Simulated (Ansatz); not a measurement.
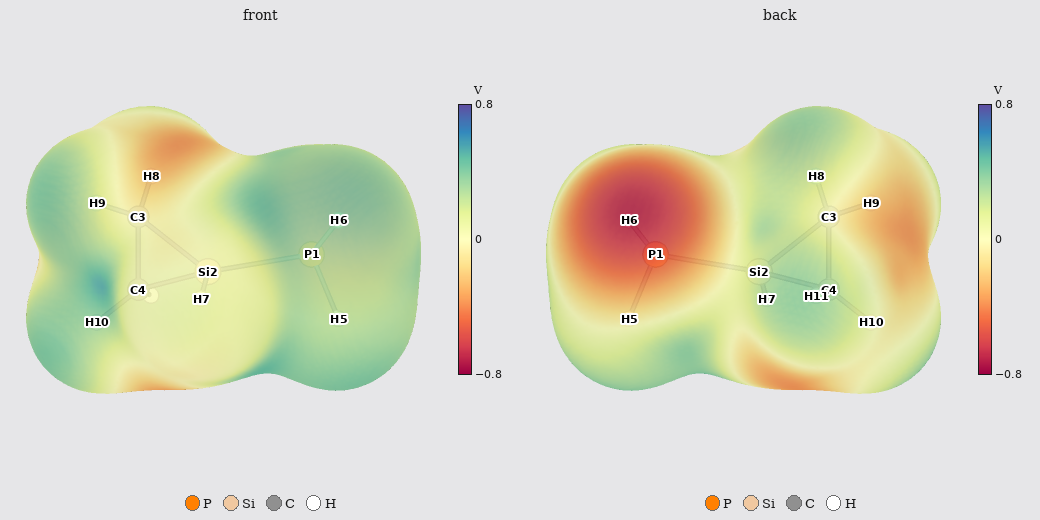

The picture shows: C2H7PSi. The molecular electrostatic potential painted on the density surface at 0.001 e/bohr³, seen from the front and from behind; red is negative and blue positive.

Level of theory: RKS B3LYP-D4/def2-SVP (Ansatz 0.2.0).

```json
{"atom": "P", "x (Å)": "-1.8114", "y (Å)": "1.1648", "z (Å)": "-0.7400"}
{"atom": "Si", "x (Å)": "0.2387", "y (Å)": "0.5882", "z (Å)": "-0.0057"}
{"atom": "C", "x (Å)": "0.3333", "y (Å)": "-0.9526", "z (Å)": "1.0537"}
{"atom": "C", "x (Å)": "0.7980", "y (Å)": "-1.1540", "z (Å)": "-0.4022"}
{"atom": "H", "x (Å)": "-1.3446", "y (Å)": "1.9908", "z (Å)": "-1.8100"}
{"atom": "H", "x (Å)": "-1.9727", "y (Å)": "2.2652", "z (Å)": "0.1589"}
{"atom": "H", "x (Å)": "1.2831", "y (Å)": "1.6270", "z (Å)": "0.1836"}
{"atom": "H", "x (Å)": "-0.5965", "y (Å)": "-1.4524", "z (Å)": "1.3476"}
{"atom": "H", "x (Å)": "1.1051", "y (Å)": "-1.0109", "z (Å)": "1.8298"}
{"atom": "H", "x (Å)": "1.8669", "y (Å)": "-1.3406", "z (Å)": "-0.5566"}
{"atom": "H", "x (Å)": "0.1654", "y (Å)": "-1.7827", "z (Å)": "-1.0388"}
```

Which sites attract a positive test charge, and which a negative one?

A positive charge is drawn to the negative regions and a negative charge to the positive ones. The most negative region (about −0.7 V, or −16 kcal/mol for a unit charge) lies over P1, the most positive (about +0.5 V, or +12 kcal/mol for a unit charge) over Si2, C3 and C4.
